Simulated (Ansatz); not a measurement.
**One shape, several levels: doublet BNH2O+**

We compute a comparison of 6 runs (U-wB97X/STO-3G, UB2PLYP/STO-3G, UCAM-B3LYP/STO-3G, UPBE/STO-3G, UMP2/STO-3G, UCCSDTQ/STO-3G) of doublet BNH2O+. 

Program for the calculation: Ansatz 0.2.0.

59 further runs of the same task are left out: 4 that didn't finish, 55 set aside as unsound or not needed.

### 1 Starting point

BNH2O+ has 5 atoms, charge +1, and is taken as a doublet. SMILES of the parent species: `BN=O`. Geometry: relaxed at GFN2-xTB. That shape belongs to the parent species and isn't relaxed for this state.

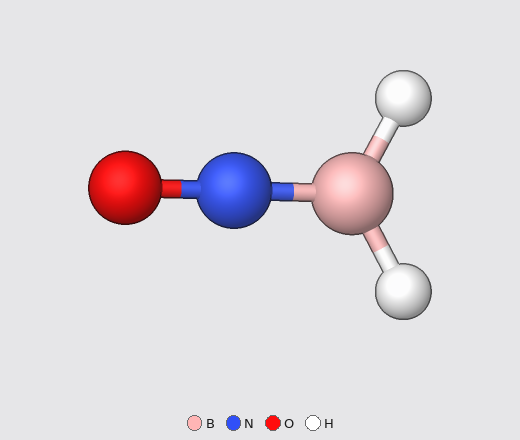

The structure, seen from a chosen angle (boron pink, nitrogen blue, oxygen red, hydrogen white).

### 2 The energy at U-wB97X/STO-3G (run 1)

molecule.yaml

```yaml
crystal:
  periodic: [false, false, false]
  atoms:
    - {symbol: B, position_ang: [-0.303260, 0.384710, -0.206480]}
    - {symbol: "N", position_ang: [0.435210, -0.552070, 0.296940]}
    - {symbol: O, position_ang: [1.113730, -1.415380, 0.760240]}
    - {symbol: H, position_ang: [-1.158940, 0.091910, -0.941520]}
    - {symbol: H, position_ang: [-0.086740, 1.490830, 0.090820]}
basis:
  gaussian: {orbitals: STO-3G}
total_charge: 1
magnetization: {spin_polarized: true, initial_magnetization: 1}
hamiltonian: {xc: {name: wB97X}}
accuracy: high
```

Launch:

```bash
ansatz run molecule.yaml --threads 1 --pin off --max-ram 2610MiB --events-out events.jsonl --progress --plain --runs-dir runs
```

The program printed:

```text
Warning: RAYON_NUM_THREADS=1 ignored (pool sized by the plan → 1); use --threads N
Functional definition: wB97X
  name "wB97X"
  parameter omega = 0.3/bohr
  parameter cx = 0.157706
  parameter cx1 = 0.726479
  parameter cx2 = 1.04760
  parameter cx3 = -5.70635
  parameter cx4 = 13.2794
  parameter css1 = -4.33879
  parameter css2 = 18.2308
  parameter css3 = -31.7430
  parameter css4 = 17.2901
  parameter cos1 = 2.37031
  parameter cos2 = -11.3995
  parameter cos3 = 6.58405
  parameter cos4 = -3.78132
  exchange = spin_sum(e_x_unif_sr(omega)*poly(b97_u_x, 1 - cx, cx1, cx2, cx3, cx4)) + cx*exact_x_sr(omega)
      + exact_x_lr(omega)
  correlation = spin_sum(e_c_pw_same_spin*poly(b97_u_same, 1, css1, css2, css3, css4))
      + integral(e_c_pw_opposite_spin*poly(b97_u_opposite, 1, cos1, cos2, cos3, cos4))
294 factors; integrals over basis functions are off by at most 2.9e-8 eV
137 factors; integrals over basis functions are off by at most 9.6e-10 eV
mean field evaluation 1: about -4176.6033 eV, gradient 1.5e1 eV
mean field evaluation 2: about -4175.4872 eV, gradient 2.3e1 eV
mean field evaluation 4: about -4178.0936 eV, gradient 7.5e-1 eV
mean field evaluation 8: about -4178.0414 eV, gradient 7.7e-2 eV
mean field evaluation 16: about -4178.0419 eV, gradient 1.1e-4 eV
mean field -4178.04190827 eV, -153.5402081504 hartree, gradient 3.4e-8 eV, S^2 0.760672; 0 other end points of the search recorded, 0 dependent functions left out
reference -4178.04190704 eV, -153.5402081051 hartree; 11, 10 occupied and 6, 7 virtual orbitals, 294 factors
Total energy: -4178.04190704 eV, -153.5402081051 hartree
```

Run time: 9 s. Hardware: 1 thread of Arm Neoverse V1, shared host; peak memory 0.35 GiB.

### 3 A single-point energy at UB2PLYP/STO-3G (run 2)

in.yaml

```yaml
basis:
  gaussian:
    orbitals: STO-3G
crystal:
  periodic: [false, false, false]
  atoms:
    - {symbol: B, position_ang: [-0.303260, 0.384710, -0.206480]}
    - {symbol: "N", position_ang: [0.435210, -0.552070, 0.296940]}
    - {symbol: O, position_ang: [1.113730, -1.415380, 0.760240]}
    - {symbol: H, position_ang: [-1.158940, 0.091910, -0.941520]}
    - {symbol: H, position_ang: [-0.086740, 1.490830, 0.090820]}
accuracy: high
correlation:
  frozen_orbitals: {B: 1, H: 0, "N": 1, O: 1}
hamiltonian:
  xc: {name: B2PLYP}
total_charge: 1
magnetization:
  spin_polarized: true
  initial_magnetization: 1
```

Launch:

```bash
ansatz run in.yaml --threads 1 --pin off --max-ram 2610MiB --events-out events.jsonl --progress --plain --runs-dir runs
```

The program printed, shortened:

```text
Warning: RAYON_NUM_THREADS=1 ignored (pool sized by the plan → 1); use --threads N
Functional definition: B2PLYP
  name "B2PLYP"
[...]
294 factors; integrals over basis functions are off by at most 2.9e-8 eV
[...]
mean field -4171.35809058 eV, -153.2945823806 hartree, gradient 4.5e-8 eV, S^2 0.777315; 0 other end points of the search recorded, 0 dependent functions left out
3 core orbitals not correlated: weight in the atoms' cores, before any rotation towards them, 1.000 or more for the frozen orbitals, at most 0.000 for the correlated occupied ones
reference -4171.35810541 eV, -153.2945829257 hartree; 8, 7 occupied and 6, 7 virtual orbitals, 294 factors
second order -6.46159427 eV of doubles, -0.00000000 eV of singles
Total energy: -4173.10273586 eV, -153.3586969123 hartree
```

Wall time 2 s (1 thread of Arm Neoverse V1, shared host); peak memory 0.12 GiB.

### 4 The energy at UCAM-B3LYP/STO-3G (run 3)

run.yaml

```yaml
crystal:
  periodic: [false, false, false]
  atoms:
    - {symbol: B, position_ang: [-0.303260, 0.384710, -0.206480]}
    - {symbol: "N", position_ang: [0.435210, -0.552070, 0.296940]}
    - {symbol: O, position_ang: [1.113730, -1.415380, 0.760240]}
    - {symbol: H, position_ang: [-1.158940, 0.091910, -0.941520]}
    - {symbol: H, position_ang: [-0.086740, 1.490830, 0.090820]}
basis:
  gaussian:
    orbitals: STO-3G
total_charge: 1
magnetization:
  spin_polarized: true
  initial_magnetization: 1
hamiltonian:
  xc: {name: CAM-B3LYP}
accuracy: high
```

Launch:

```bash
ansatz run run.yaml --threads 1 --pin off --max-ram 2610MiB --events-out events.jsonl --progress --plain --runs-dir runs
```

The program printed:

```text
Warning: RAYON_NUM_THREADS=1 ignored (pool sized by the plan → 1); use --threads N
Functional definition: CAM-B3LYP
  name "CAM-B3LYP"
  parameter alpha = 0.19
  parameter beta = 0.46
  parameter omega = 0.33/bohr
  parameter ac = 0.81
  exchange = (1 - alpha - beta)*b88_x + beta*b88_x_sr(omega) + alpha*exact_x + beta*exact_x_lr(omega)
  correlation = (1 - ac)*vwn5_c + ac*lyp_c
294 factors; integrals over basis functions are off by at most 2.9e-8 eV
152 factors; integrals over basis functions are off by at most 9.9e-10 eV
mean field evaluation 1: about -4175.2780 eV, gradient 1.3e1 eV
mean field evaluation 2: about -4173.3024 eV, gradient 2.5e1 eV
mean field evaluation 4: about -4176.3775 eV, gradient 9.6e-1 eV
mean field evaluation 8: about -4176.3336 eV, gradient 6.0e-2 eV
mean field evaluation 16: about -4176.3340 eV, gradient 7.6e-5 eV
mean field -4176.33396958 eV, -153.4774425614 hartree, gradient 2.2e-8 eV, S^2 0.758992; 0 other end points of the search recorded, 0 dependent functions left out
reference -4176.33398081 eV, -153.4774429740 hartree; 11, 10 occupied and 6, 7 virtual orbitals, 294 factors
Total energy: -4176.33398081 eV, -153.4774429740 hartree
```

Run time: 2.2 s. Hardware: 1 thread of Arm Neoverse V1, shared host; peak memory 0.12 GiB.

Runs 4 to 5 aren't shown in full; the table further down has their settings and results.

### 5 A single-point energy at UCCSDTQ/STO-3G (run 6)

input.yaml

```yaml
crystal:
  periodic: [false, false, false]
  atoms:
    - {symbol: B, position_ang: [-0.303260, 0.384710, -0.206480]}
    - {symbol: N, position_ang: [0.435210, -0.552070, 0.296940]}
    - {symbol: O, position_ang: [1.113730, -1.415380, 0.760240]}
    - {symbol: H, position_ang: [-1.158940, 0.091910, -0.941520]}
    - {symbol: H, position_ang: [-0.086740, 1.490830, 0.090820]}
basis:
  gaussian: {orbitals: STO-3G}
accuracy: high
correlation: {method: ccsdtq, frozen_orbitals: {B: 1, H: 0, "N": 1, O: 1}}
total_charge: 1
scf: {omitted_lower_state_checks: [cluster_reference, increment]}
magnetization: {spin_polarized: true, initial_magnetization: 1}
```

Launch:

```bash
ansatz run input.yaml --threads 1 --pin off --max-ram 2610MiB --events-out events.jsonl --progress --plain --runs-dir runs
```

The program printed:

```text
Warning: RAYON_NUM_THREADS=1 ignored (pool sized by the plan → 1); use --threads N
[... 13 lines left out ...]
3 core orbitals not correlated: weight in the atoms' cores, before any rotation towards them, 1.000 or more for the frozen orbitals, at most 0.000 for the correlated occupied ones
[... 41 lines left out ...]
Total energy: -4162.46751440 eV, -152.9678597324 hartree
Checks for a lower state left out: cluster_reference, increment
```

Wall time 79 s (1 thread of Arm Neoverse V1, shared host); peak memory 0.41 GiB.

### 6 Overview of the runs

| run | level | frozen core orbitals | energy (Eh) | ⟨S²⟩ | wall time |
| --- | --- | --- | --- | --- | --- |
| 1 | U-wB97X/STO-3G | – | -153.540208 | 0.761 | 9 s |
| 2 | UB2PLYP/STO-3G | 3 | -153.358697 | 0.777 | 2 s |
| 3 | UCAM-B3LYP/STO-3G | – | -153.477443 | 0.759 | 2.2 s |
| 4 | UPBE/STO-3G | – | -153.401073 | 0.753 | 1.6 s |
| 5 | UMP2/STO-3G | 3 | -152.912936 | 0.949 | 0.16 s |
| 6 | UCCSDTQ/STO-3G | 3 | -152.967860 | 0.949 | 79 s |

### 7 What came out

```
                                          quantity          value
                               run 6: total energy  -152.96786 Eh
run 6: correlation energy (3 core orbitals frozen)     -200.1 mEh
          run 6: ⟨S²⟩ of the reference determinant          0.949
                              run 6: T1 diagnostic          0.058
```

**Reading.** Totals of different functionals can't be ranked against each other. In runs 1, 2, 3, 4, 5, 6 the basis is minimal, so the values are rough. Spin contamination of the reference: run 5 ⟨S²⟩ = 0.95, run 6 ⟨S²⟩ = 0.95. All runs together took 94 s, the longest 79 s.
